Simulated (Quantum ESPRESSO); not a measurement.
SiO2 (Stishovite, P4_2/mnm), Si K edge of atom 1, with 4 O at 1.76 Å and 2 O at 1.81 Å (octahedral, site symmetry mmm). Method: Quantum ESPRESSO XSpectra, PBE, full core hole (charged cell), 12-atom cell with 5.0 Å between holes, 6×6×6 k points, dipole transitions, Lorentzian half width 0.3 eV up to 4 eV, rising linearly to 2.5 eV at 25 eV (counted from xe0, 1.6 eV below the zero used here).

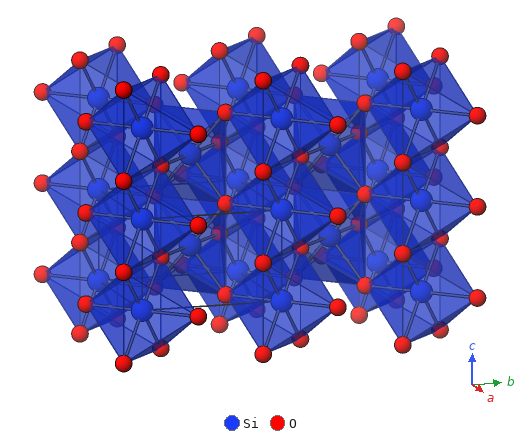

The structure (silicon blue, oxygen red). 1×2×2 cells are drawn. Some periodic images of atoms are drawn too.

```xyz
6
Lattice="4.1773 0.0000 0.0000 0.0000 4.1773 0.0000 0.0000 0.0000 2.6652" Properties=species:S:1:pos:R:3 pbc="T T T"
Si    2.0886    2.0886    1.3326
Si    0.0000    0.0000    0.0000
O     3.3665    0.8108    1.3326
O     2.8995    2.8995    0.0000
O     0.8108    3.3665    1.3326
O     1.2778    1.2778    0.0000
```

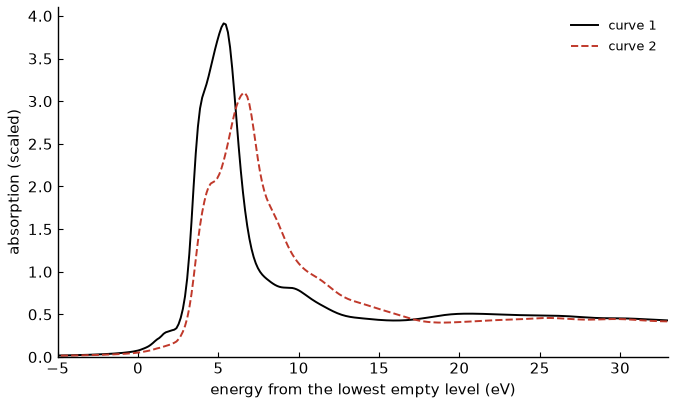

Energy from the lowest empty level; a common scale on which the isotropic spectrum has a mean of 1 over the first 20 eV.

Q: The curves are for the electric vector along different Cartesian axes of the cell as given, averaged over the symmetry-equivalent atoms. Which is which?

Curve 1: along x (⊥ c) (the other in-plane axis gives the same curve within 3 %), main maxima 5.3 eV (3.91) and 20.5 eV (0.51). Curve 2: along z (c), main maxima 6.7 eV (3.09). A K edge sees empty p states on the absorber. Each direction probes the empty orbitals that point along it. The holes are only 5.0 Å apart, so the shape is probably not converged with cell size; no larger cell was run here. Lifetime broadening is put in by hand, and intensities beyond about 20 eV depend on it and on the partial waves; weight that the partial waves miss at high energy is lost.

[Banner, clock and machine lines of the logs are left out without a mark of their own.]

[Logs are printed without paths, hosts, clocks, repeated set-up lines and the standing remarks that a program may print on its own settings, such as how far it seeks lower states.]

[Hosts, paths, dates, database ids (printed as entryN), source tags and the programs' standing remarks are cut or masked in the printed files.]

[Lists of maxima count a maximum above −3 eV only where it reaches 4 % of the highest in the window and stands out from its surroundings by 2 % of it (1.5 % where it reaches 55 %); shoulders and weaker maxima are passed over, and of the rest the first, up to two pre-edge ones and the few strongest are named.]
